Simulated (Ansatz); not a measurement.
**Nudged elastic band of CH₈MgSi (part 2 of 2)**

CH₈MgSi; RKS r2SCAN/6-31G* (Ansatz 0.2.0). It belongs to a series of runs on one base structure; here: band between the two ends.

Geometry of the input (Å):
```
Mg 0.0669  -0.4032  -0.4001
Si 1.9867  -0.4406  1.3391
C  -1.4635  -0.4000  -1.8188
H  -1.0320  1.9022  1.2278
H  -1.5470  1.8535  0.6933
H  1.5185  -0.6792  2.7450
H  2.7539  0.8473  1.4135
H  3.0305  -1.4913  1.1030
H  -2.4534  -0.5365  -1.3594
H  -1.5072  0.5463  -2.3775
H  -1.3534  -1.1987  -2.5658
```

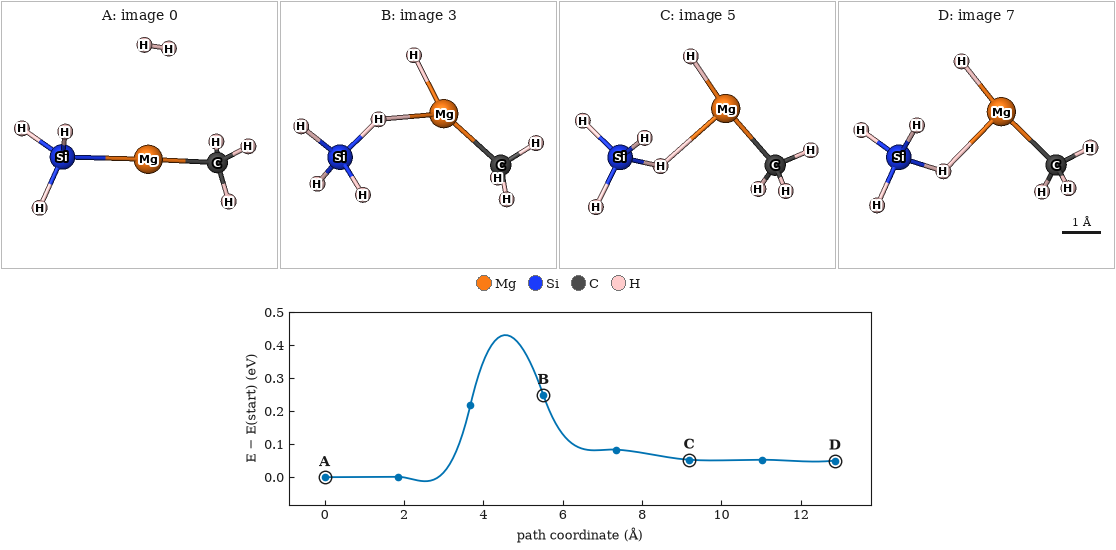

*Images of the last band (counted from 0; ball-and-stick, seen at a tilt) above the energy along the path; the line is a cubic interpolation that uses the forces.*

The highest image is number 3, 0.249 eV above the start and 0.199 eV above the end; the end lies 0.050 eV above the start. The path is 12.86 Å long. The band converged in 42 iterations.

```
Total energy: -14484.65902801 eV, -532.3014012249 hartree
Atom 0 at    -1.194951     0.515031    -0.093519 Å, force    -0.259197     0.156426     0.033063 eV/Å
Atom 1 at     1.814114    -0.085886     1.572659 Å, force     0.021128     0.018113     0.084309 eV/Å
Atom 2 at    -1.457101    -0.302833    -1.998601 Å, force     0.007092     0.026223     0.002641 eV/Å
Atom 3 at     0.562540     0.670251     1.202220 Å, force     0.301639    -0.205103    -0.105084 eV/Å
Atom 4 at    -1.606749     1.446594     1.309841 Å, force    -0.116110     0.003771    -0.024260 eV/Å
Atom 5 at     2.327923     0.601757     2.779207 Å, force     0.082626    -0.003975     0.046288 eV/Å
Atom 6 at     2.818639    -0.064521     0.477136 Å, force    -0.066928     0.050718    -0.016852 eV/Å
Atom 7 at     1.453812    -1.491976     1.893360 Å, force    -0.046959     0.018549    -0.026939 eV/Å
Atom 8 at    -2.094582    -1.197983    -1.970079 Å, force     0.016841    -0.029341     0.003607 eV/Å
Atom 9 at    -2.034356     0.458549    -2.549963 Å, force     0.023610    -0.043136    -0.050575 eV/Å
Atom 10 at    -0.589391    -0.548981    -2.622362 Å, force     0.036259     0.007754     0.053802 eV/Å
Dipole moment:     0.431289    -0.182377     0.046452 e Å
this run last wrote the band of iteration 42 to [file]
```

**The last band as extended XYZ (Å, eV, eV/Å)**
```
11
Properties=species:S:1:pos:R:3:forces:R:3 image=0 energy=-14484.90807
Mg    0.0669   -0.4032   -0.4001    0.0055  -0.0007   0.0045
Si    1.9867   -0.4406    1.3391   -0.0006   0.0005   0.0001
C    -1.4635   -0.4000   -1.8188   -0.0054   0.0034  -0.0002
H    -1.0320    1.9022    1.2278   -0.0019   0.0017  -0.0001
H    -1.5470    1.8535    0.6933   -0.0004  -0.0001  -0.0008
H     1.5185   -0.6792    2.7450    0.0008  -0.0001  -0.0003
H     2.7539    0.8473    1.4135    0.0004  -0.0008   0.0003
H     3.0305   -1.4913    1.1030    0.0006  -0.0010  -0.0006
H    -2.4534   -0.5365   -1.3594   -0.0002  -0.0002   0.0003
H    -1.5072    0.5463   -2.3775   -0.0002   0.0007  -0.0003
H    -1.3534   -1.1987   -2.5658    0.0015  -0.0034  -0.0029
11
Properties=species:S:1:pos:R:3:forces:R:3 image=1 energy=-14484.90690
Mg    0.0836   -0.3678   -0.4553    0.0002  -0.0002   0.0003
Si    2.0138   -0.3936    1.2737   -0.0006  -0.0011  -0.0016
C    -1.4506   -0.3830   -1.8710   -0.0010   0.0027   0.0056
H    -1.1053    1.7190    1.4752   -0.0004   0.0005   0.0010
H    -1.6582    1.7628    0.9801   -0.0021  -0.0018  -0.0021
H     1.6333    0.2043    2.5971    0.0014   0.0002   0.0004
H     3.2291    0.3763    0.8479    0.0008  -0.0002   0.0006
H     2.5293   -1.7615    1.6103    0.0003   0.0006   0.0000
H    -2.2755   -1.0506   -1.5826   -0.0005   0.0008   0.0006
H    -1.8919    0.6137   -2.0161    0.0006   0.0012  -0.0014
H    -1.1077   -0.7199   -2.8595    0.0013  -0.0027  -0.0036
11
Properties=species:S:1:pos:R:3:forces:R:3 image=2 energy=-14484.68902
Mg   -0.3317    0.0413   -0.2450    0.3146  -0.1649  -0.0754
Si    1.7818   -0.1890    1.2839   -0.0255  -0.0543  -0.0886
C    -1.4742   -0.3326   -1.9520   -0.0003   0.0282   0.0184
H    -0.5800    1.2520    1.5350   -0.4301   0.2124   0.1271
H    -1.3056    1.4804    1.4723    0.1339   0.0287   0.0474
H     2.0239    0.7219    2.4590   -0.1226   0.0158  -0.1061
H     3.0502   -0.1063    0.4898    0.0824  -0.0522   0.0255
H     1.7913   -1.5582    1.9001    0.0886  -0.0432   0.0148
H    -2.1218   -1.2156   -1.8586   -0.0065   0.0168   0.0297
H    -2.0951    0.4809   -2.3488    0.0067   0.0213   0.0601
H    -0.7390   -0.5748   -2.7358   -0.0412  -0.0087  -0.0529
11
Properties=species:S:1:pos:R:3:forces:R:3 image=3 energy=-14484.65901
Mg   -1.1950    0.5150   -0.0935   -0.2592   0.1564   0.0331
Si    1.8141   -0.0859    1.5727    0.0211   0.0181   0.0843
C    -1.4571   -0.3028   -1.9986    0.0071   0.0262   0.0026
H     0.5625    0.6703    1.2022    0.3016  -0.2051  -0.1051
H    -1.6067    1.4466    1.3098   -0.1161   0.0038  -0.0243
H     2.3279    0.6018    2.7792    0.0826  -0.0040   0.0463
H     2.8186   -0.0645    0.4771   -0.0669   0.0507  -0.0169
H     1.4538   -1.4920    1.8934   -0.0470   0.0185  -0.0269
H    -2.0946   -1.1980   -1.9701    0.0168  -0.0293   0.0036
H    -2.0344    0.4585   -2.5500    0.0236  -0.0431  -0.0506
H    -0.5894   -0.5490   -2.6224    0.0363   0.0078   0.0538
11
Properties=species:S:1:pos:R:3:forces:R:3 image=4 energy=-14484.82450
Mg   -1.5011    0.9957   -0.0739   -0.0008   0.0024  -0.0004
Si    1.7771   -0.3517    1.4353   -0.0014  -0.0031   0.0009
C    -1.3993   -0.1519   -1.8198   -0.0176   0.0064  -0.0094
H     0.3805   -0.0932    0.9675    0.0002  -0.0063  -0.0005
H    -1.7632    2.0529    1.2694   -0.0004   0.0055  -0.0003
H     1.9058    0.1324    2.8319   -0.0041   0.0006  -0.0036
H     2.7080    0.3809    0.5399   -0.0018   0.0017  -0.0002
H     2.0260   -1.8131    1.3608    0.0040  -0.0003  -0.0031
H    -1.6089   -1.2156   -1.6345    0.0053  -0.0031   0.0040
H    -2.1183    0.1755   -2.5851    0.0085  -0.0033   0.0101
H    -0.4066   -0.1119   -2.2915    0.0080  -0.0005   0.0026
11
Properties=species:S:1:pos:R:3:forces:R:3 image=5 energy=-14484.85515
Mg   -1.1273    0.8974   -0.0966    0.0027  -0.0017  -0.0035
Si    1.7115   -0.3200    1.4856   -0.0004   0.0026   0.0003
C    -1.5547   -0.1286   -1.8673    0.0007   0.0046   0.0055
H     0.5557   -0.6289    0.5818    0.0000  -0.0054  -0.0017
H    -0.9120    1.8952    1.3024    0.0072  -0.0002  -0.0006
H     1.2186   -0.1854    2.8762   -0.0047  -0.0013   0.0007
H     2.3449    0.9362    1.0127   -0.0043   0.0020   0.0029
H     2.6662   -1.4537    1.3719    0.0049   0.0022   0.0008
H    -1.8330   -1.1767   -1.6851   -0.0021  -0.0024  -0.0008
H    -2.3814    0.3192   -2.4368   -0.0028   0.0015  -0.0001
H    -0.6887   -0.1548   -2.5449   -0.0012  -0.0019  -0.0035
11
Properties=species:S:1:pos:R:3:forces:R:3 image=6 energy=-14484.85507
Mg   -1.0841    0.8055   -0.1223   -0.0001  -0.0003  -0.0003
Si    1.7908   -0.2253    1.4890   -0.0001   0.0001   0.0004
C    -1.6660   -0.1992   -1.8615    0.0003   0.0003   0.0007
H     0.8871   -0.4490    0.3117    0.0000  -0.0003  -0.0002
H    -0.8087    1.7786    1.2840    0.0001  -0.0002   0.0000
H     1.0130   -0.4365    2.7330    0.0001   0.0001   0.0000
H     2.3407    1.1490    1.4139   -0.0001   0.0001  -0.0001
H     2.8843   -1.2284    1.3846    0.0003   0.0001   0.0001
H    -2.6775   -0.6228   -1.7784   -0.0005   0.0001  -0.0001
H    -1.6808    0.4633   -2.7392    0.0001   0.0004  -0.0004
H    -0.9989   -1.0351   -2.1148   -0.0001  -0.0003  -0.0001
11
Properties=species:S:1:pos:R:3:forces:R:3 image=7 energy=-14484.85780
Mg   -1.2133    0.6622    0.0101   -0.0111  -0.0037  -0.0057
Si    1.8210   -0.1500    1.4161   -0.0073  -0.0118   0.0135
C    -1.6348   -0.2059   -1.8450    0.0010  -0.0063  -0.0075
H     0.8165   -0.5149    0.3628   -0.0082   0.0040  -0.0057
H    -1.0673    1.5013    1.5188    0.0076  -0.0034  -0.0044
H     1.2434   -0.4342    2.7509    0.0012   0.0010  -0.0038
H     2.1610    1.2846    1.2630    0.0057   0.0150   0.0000
H     3.0205   -0.9945    1.1743    0.0064  -0.0033  -0.0010
H    -2.5409    0.2053   -2.3138    0.0148  -0.0046   0.0104
H    -0.8173   -0.0611   -2.5668   -0.0121  -0.0019   0.0055
H    -1.7889   -1.2927   -1.7705    0.0020   0.0148  -0.0014
```

**Results in brief**

```json
{"quantity": "outcome", "value": "converged"}
{"quantity": "barrier, forward", "value": "0.249 eV"}
{"quantity": "barrier, backward", "value": "0.199 eV"}
{"quantity": "hardware", "value": "2 threads of Intel Xeon @ 2.70GHz, 189 GiB of memory available, shared host"}
{"quantity": "wall time", "value": "10 min (CPU time 19 min)"}
{"quantity": "peak memory", "value": "0.16 GiB"}
```

The order of the saddle point was not checked.
